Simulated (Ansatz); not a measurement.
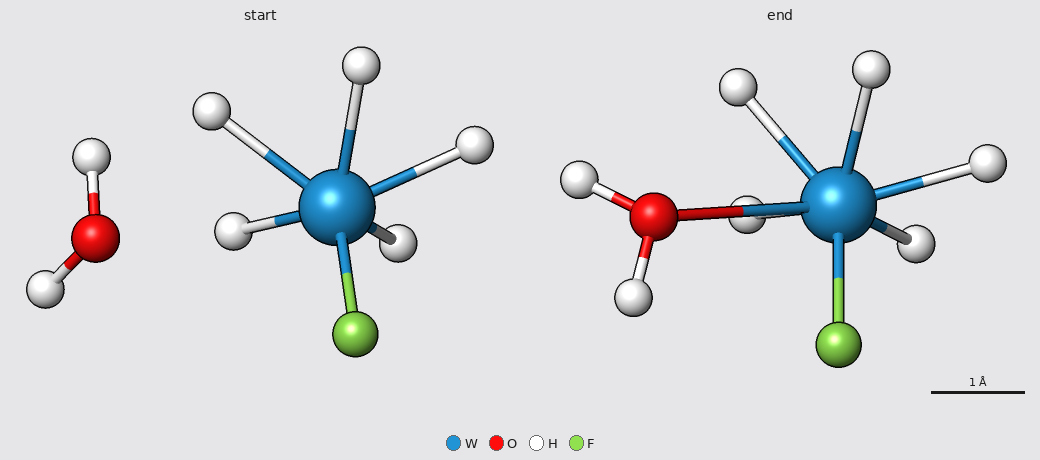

The structure of WH₇OF before (left) and after (right) a relaxation, at one scale.

A ball-and-stick model, seen at a tilt.

The run prepares an end point of a later path (reaction) calculation, from a guessed geometry.

Level of theory: Ansatz 0.2.0, RKS r2SCANh/def2-SVP. (no spin polarisation; force threshold 0.03 eV/Å; at most 50 steps)

**Summarise the run.**

The atom that moves furthest after the best rigid fit is an H atom (0.93 Å). Largest moves by element: H 0.93 Å, O 0.59 Å, F 0.42 Å, W 0.20 Å. Some distances before and after: O–W 3.130 → 2.396 Å, H–W 3.463 → 2.947 Å, F–W 1.829 → 1.864 Å, H–O 0.984 → 0.964 Å. New bonds form, among them: O–W (3.13 → 2.40 Å). Among the angles between lasting bonds that change: F–W–H 122.6° → 134.0°, H–O–H 102.7° → 108.3°, H–W–F 110.6° → 106.1°. After 14 geometry steps the energy has fallen by 31.2 kJ/mol. Largest force component: 0.86 eV/Å at the start, 0.013 eV/Å at the end.
